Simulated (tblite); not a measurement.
# C₅H₄BrN: molecular dynamics (part 2 of 2)

The same run, continued: C₅H₄BrN, SMILES Brc1ccncc1; GFN2-xTB Langevin dynamics, gas phase (tblite 0.8.0). 

Geometry of the input (Å):
```
Br -1.9799  2.2618  0.0634
C  -0.7224  0.8276  0.0172
C  0.6358  1.0969  -0.0019
C  1.4997  0.0112  -0.0353
N  1.0941  -1.2450  -0.0491
C  -0.2044  -1.4825  -0.0307
C  -1.1673  -0.4837  0.0026
H  1.0078  2.1087  0.0091
H  2.5707  0.1607  -0.0522
H  -0.4935  -2.5245  -0.0434
H  -2.2189  -0.7205  0.0166
```

Trajectory as extended XYZ, continued
```
11
Properties=species:S:1:pos:R:3:forces:R:3 step=4900 time_fs=7350.0 energy=-536.39672 temperature=673.6
Br    1.5548    0.2886    2.2191   -0.1510  -0.1460   0.6500
C     1.6236   -0.1670    4.0936    0.4350  -0.8130   1.9800
C     2.4125   -1.2881    4.5145   -1.6900   1.8730   0.8600
C     2.5295   -1.5326    5.8890    0.6690  -0.8600  -0.3070
N     1.9593   -0.7682    6.7674    0.0640   0.1610   1.7640
C     1.1907    0.2244    6.4233   -0.3000   0.1170  -1.2760
C     0.9467    0.5692    5.1181    0.1450  -0.0360  -3.1980
H     2.6876   -1.9772    3.8017    1.0620  -1.1290  -1.2870
H     3.1016   -2.3591    6.4149   -0.5560   0.7940  -1.3270
H     0.6769    0.7902    7.1353   -0.4380   0.4810   1.3680
H     0.2187    1.3257    4.7440    0.7600  -0.4430   0.7720
11
Properties=species:S:1:pos:R:3:forces:R:3 step=5250 time_fs=7875.0 energy=-536.32712 temperature=761.5
Br    0.3530    0.3877    1.6246   -0.0610  -0.6910   0.8280
C     0.5994   -0.6003    3.3686    0.6720   0.6840  -1.9070
C     1.1541   -1.8579    3.3661    0.0500   1.0620   2.3200
C     1.4997   -2.2896    4.6425   -0.8100  -1.3930   0.8260
N     1.1883   -1.6870    5.8065    1.1060  -1.2520  -1.1000
C     0.7315   -0.4778    5.7279    0.2560   1.6780   0.5220
C     0.5268    0.1429    4.5043   -2.1460   2.4100  -0.3700
H     1.4354   -2.4040    2.5457    0.2750  -0.9990  -1.7160
H     1.8961   -3.3190    4.7275   -0.0450   0.7250   0.1710
H     0.7132    0.1246    6.6561   -0.3530  -0.5650  -0.5040
H     0.0630    1.1939    4.3283    1.0560  -1.6580   0.9310
11
Properties=species:S:1:pos:R:3:forces:R:3 step=5600 time_fs=8400.0 energy=-535.93689 temperature=506.5
Br   -0.0948    0.7316    1.4984   -0.4810  -0.3410   0.3870
C    -0.7379   -0.7011    2.7022    0.2400   3.2170  -0.1150
C    -0.3772   -1.9478    2.4486   -0.0940  -1.7810   0.7540
C    -0.7397   -2.8443    3.4788    2.0500  -3.2270  -0.8350
N    -1.0640   -2.6182    4.7451   -0.9340   1.2860  -2.3600
C    -1.5266   -1.3513    4.8710   -0.3800  -0.8190   1.4170
C    -1.3854   -0.3961    3.8699   -2.2570   1.2390   1.8430
H     0.1679   -2.1324    1.5512   -0.0220  -0.8400  -0.2350
H    -0.5128   -3.9390    3.1392   -0.3880   1.5630   1.1840
H    -2.0984   -1.2160    5.8649    1.1220   0.3060  -1.6610
H    -1.9943    0.5297    4.0466    1.1440  -0.6030  -0.3780
11
Properties=species:S:1:pos:R:3:forces:R:3 step=5950 time_fs=8925.0 energy=-536.20211 temperature=1035.9
Br    0.1558    0.8805    1.9212    0.3750  -0.1830  -1.0000
C    -0.9806   -0.1660    2.9826   -0.2450   1.4640   1.3160
C    -1.5801   -1.3812    2.7541    0.9420   0.1680  -3.6010
C    -2.4000   -1.9151    3.6459   -1.4600  -1.5420   1.9100
N    -2.5748   -1.4173    4.8497   -0.3090  -0.6060   0.4660
C    -1.9705   -0.2958    5.1570    0.1850  -0.0360  -1.6630
C    -1.2434    0.4696    4.1962   -0.6210  -1.9140   1.8890
H    -1.6356   -1.9545    1.8218    1.0010   0.6960  -0.0790
H    -2.8334   -2.8899    3.4258   -0.2720   0.2700   0.2380
H    -2.1155   -0.1587    6.1883    0.1760   1.2600   0.9780
H    -0.7996    1.3589    4.5864    0.2290   0.4220  -0.4540
11
Properties=species:S:1:pos:R:3:forces:R:3 step=6300 time_fs=9450.0 energy=-535.98955 temperature=519.0
Br    1.2161    1.0524    2.0194    0.2050   0.4230   0.0710
C     0.3356   -0.1034    3.1965   -2.1720  -2.1320   0.9520
C    -0.2894   -1.2706    2.5802    1.1130  -0.5670   0.5000
C    -0.8332   -2.2724    3.4694    1.3770   3.5620   1.2430
N    -0.8851   -2.0059    4.8222   -0.6990  -0.8040  -1.3140
C    -0.5679   -0.8625    5.3638    1.1060   1.7780  -1.5100
C     0.1095    0.1502    4.5815   -0.8250  -0.5140  -0.9900
H    -0.1044   -1.3662    1.4183   -0.7330  -0.1350   2.4750
H    -1.2867   -3.2096    3.2775   -0.0330  -0.3930  -0.7230
H    -0.8439   -0.6162    6.4093    0.3450  -0.5850  -0.8160
H     0.2687    1.1686    4.9474    0.3160  -0.6320   0.1120
11
Properties=species:S:1:pos:R:3:forces:R:3 step=6650 time_fs=9975.0 energy=-536.24835 temperature=860.6
Br    1.7946    0.4851    3.4823    0.4680  -0.1010  -0.2620
C     0.4751   -0.4250    4.5083    0.7030   2.4680   1.0500
C    -0.5370   -1.0406    3.8713   -2.2840  -0.6970   1.1310
C    -1.6015   -1.4123    4.7282    0.3990   1.1060   0.5190
N    -1.6294   -1.0893    6.0222   -2.4350  -2.4710  -1.1180
C    -0.6436   -0.5392    6.6136    1.9280   0.5860   0.8180
C     0.3834   -0.0386    5.8542    2.2060  -0.7680  -0.1020
H    -0.6333   -1.0259    2.8265    0.0940  -0.6820  -1.0300
H    -2.5131   -1.8859    4.4315   -0.1500  -0.1520  -0.5510
H    -0.5458   -0.5886    7.7000   -0.5930   0.5470  -0.2460
H     1.2595    0.4016    6.3323   -0.3350   0.1630  -0.2090
11
Properties=species:S:1:pos:R:3:forces:R:3 step=7000 time_fs=10500.0 energy=-536.21670 temperature=485.9
Br    1.3856   -0.1615    4.2979   -0.7220  -0.5020   1.0770
C     0.2633   -0.8139    5.8247   -0.9030  -2.2150   0.0130
C    -0.4645   -2.1078    5.7325    0.7960   3.5890   1.8480
C    -1.2601   -2.4085    6.8631    1.4450   0.7580  -2.2260
N    -1.4711   -1.6372    7.8935   -0.4740  -0.8810  -0.3130
C    -0.7990   -0.5332    7.9331    1.0530   0.7370   0.5690
C     0.1803   -0.0972    7.0325   -0.2200  -0.8150  -1.2330
H    -0.5237   -2.7895    4.9214    0.4750   0.1010  -0.5720
H    -1.7037   -3.3312    6.7354   -1.2610  -1.7120   0.5430
H    -0.9944   -0.0461    8.8573    0.1760   0.9730   0.4950
H     0.8339    0.7385    7.2534   -0.3640  -0.0330  -0.2010
11
Properties=species:S:1:pos:R:3:forces:R:3 step=7350 time_fs=11025.0 energy=-536.35048 temperature=624.8
Br    1.9350   -1.0172    5.4218   -0.8970  -0.5040   1.0140
C     0.6349   -1.7753    6.8279    1.5110   1.2560  -0.5070
C    -0.0213   -2.9330    6.5393   -1.1800  -0.4290  -2.0050
C    -0.9215   -3.3455    7.5210    0.7340   0.9360   1.2440
N    -1.0863   -2.6970    8.7142   -0.7720  -2.0950  -1.9780
C    -0.4286   -1.6085    8.9207    0.0350   1.7040   0.8520
C     0.4824   -1.0890    8.0259    1.5650   0.4150  -1.1420
H    -0.0321   -3.3422    5.4350    0.1850   0.4580   2.4570
H    -1.4422   -4.2516    7.3405   -0.6020  -0.4780   0.2860
H    -0.6990   -0.9822    9.7981    0.2770  -0.8060  -0.3610
H     1.1561   -0.2278    8.1910   -0.8540  -0.4570   0.1400
11
Properties=species:S:1:pos:R:3:forces:R:3 step=7700 time_fs=11550.0 energy=-536.08389 temperature=429.3
Br    1.2799   -1.9337    5.4528   -0.2800  -0.2610   0.3760
C     0.1202   -2.5980    6.8743    1.0510  -0.2950  -0.1200
C    -0.6521   -3.7571    6.6433   -0.6390   2.1650   0.3000
C    -1.6165   -3.7981    7.6395   -0.6200  -0.3990   1.9700
N    -1.5308   -3.2197    8.8765   -1.5050  -1.3530  -1.7740
C    -0.6235   -2.3102    9.0950   -0.0610  -1.1140   1.5310
C     0.2154   -1.9320    8.1356    0.4400  -1.0850  -4.3330
H    -0.8378   -4.3154    5.7089    0.7030   0.6010   0.7010
H    -2.5151   -4.4096    7.4562    0.4940   0.1580   0.5120
H    -0.3582   -1.9825   10.0804   -0.7950   0.1370   0.6190
H     0.8630   -1.1339    8.2005    1.2130   1.4460   0.2180
11
Properties=species:S:1:pos:R:3:forces:R:3 step=8050 time_fs=12075.0 energy=-536.12242 temperature=429.9
Br    1.8305   -2.5033    5.5940   -0.5790  -0.1140   0.9360
C     0.7328   -2.4657    7.2934    0.3820  -0.6810  -1.6140
C    -0.3739   -3.3188    7.3520    1.0910   0.1960  -0.8520
C    -1.2105   -3.1879    8.4181   -0.2030   1.1570   1.1170
N    -0.9155   -2.2438    9.2974    0.4350   1.6100   1.9660
C     0.1848   -1.4399    9.2966   -1.4080  -3.2600  -3.2080
C     1.0868   -1.5220    8.2302   -2.4730  -2.1600  -0.0320
H    -0.5791   -4.0114    6.5728    0.0260  -0.3500  -0.5280
H    -2.1921   -3.7028    8.5690    1.1850   0.3970  -0.1560
H     0.3877   -0.6275    9.8651   -0.3990   1.6610   2.4520
H     1.8951   -0.9309    8.0612    1.9440   1.5450  -0.0810
11
Properties=species:S:1:pos:R:3:forces:R:3 step=8400 time_fs=12600.0 energy=-536.36429 temperature=649.5
Br    3.2092   -3.0129    5.7481   -0.2410   0.3990   0.2110
C     1.8357   -2.6491    7.0844    2.1820  -0.1360  -0.2970
C     0.6031   -3.1130    6.8339   -1.7340  -1.1410  -0.5700
C    -0.3576   -3.1214    7.8378    1.5340   2.1220   1.9590
N    -0.0272   -2.5761    9.0173    0.9680  -0.4560  -0.0560
C     1.2498   -2.1365    9.2243   -4.0830   0.4400   2.4230
C     2.1970   -2.1048    8.3166    1.7590   0.3850  -2.5690
H     0.3493   -3.5266    5.8823   -0.0250  -0.1820  -0.4710
H    -1.3951   -3.3033    7.8009   -0.6820  -0.6110  -0.5710
H     1.3874   -1.6179   10.1759   -0.1180  -0.4120  -0.0420
H     3.0851   -1.5180    8.4631    0.4400  -0.4090  -0.0160
```

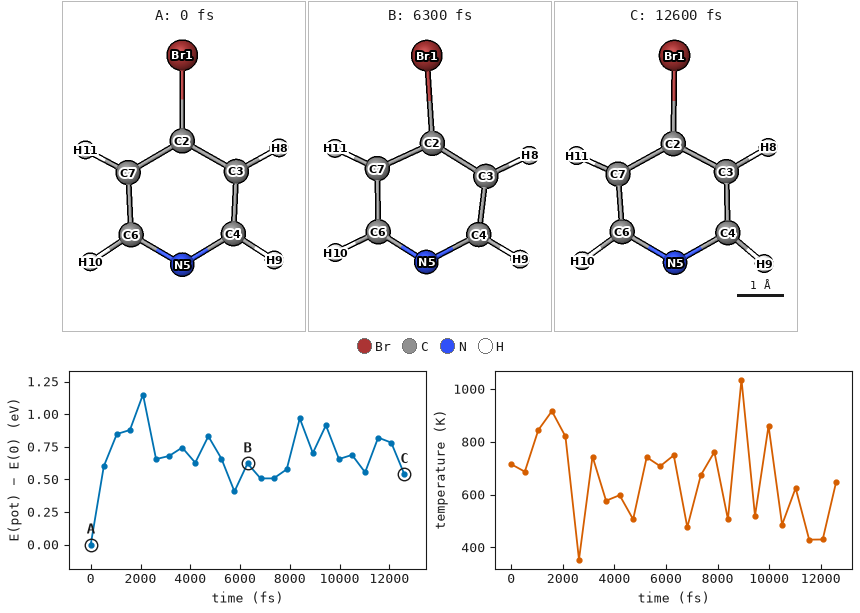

*Frames of the molecular dynamics (ball-and-stick, seen at a tilt) above the curves, on which the letters mark them.*

The trajectory kept here has 25 frames over 12600 fs. The temperature starts at 715 K, ranges from 354 to 1036 K and averages 631 K over the second half. The potential energy ends 0.540 eV above its first value. After an unweighted best fit of the last frame on the first, the root-mean-square displacement is 0.12 Å, and H11 has moved furthest (0.23 Å).

Results in brief

| quantity | value |
| --- | --- |
| outcome | finished |
| mean temperature over the second half | 631 K |
| trajectory | 25 frames kept, 12600 fs |
| wall time | 52 s |
| peak memory | 0.61 GiB |
